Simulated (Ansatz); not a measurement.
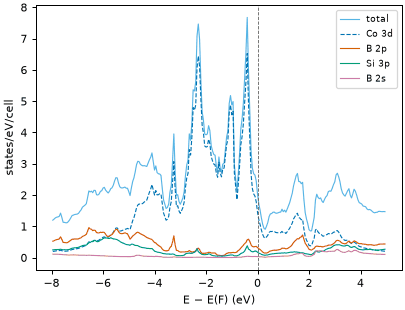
Total and projected density of states of Co2SiB2 in space group Cmmm (No. 65; Si on 2a, Co on 4j, B on 4i), the program Ansatz at the r²SCAN level (PAW)

Which orbitals carry the states next to the Fermi level?

Within 0.5 eV of the Fermi level: Co 3d 78 %, B 2p 11 %, Si 3p 6 %. Projections are on Löwdin-orthogonalised atomic valence shells; empty p or d shells of many metals are not among them.

Where is the tallest occupied peak in this window, and what makes it?

Near -0.4 eV, about 7.7 states/eV per cell; the largest projected share is Co 3d.

The start of the workflow was typed in or built on a structure type; neither database checked (COD, Materials Project) lists it. Its standing as an ambient phase is unchecked. The cell was relaxed with r²SCAN under the symmetry of its start; whether a distortion lowers the energy is not shown. The workflow began spin-polarised and lost its moments.

Potentials: the earlier of the program's two PAW sets. The files were generated under PBE; for other functionals the program regenerates the frozen cores, and for LDA and PBEsol the local potential too.
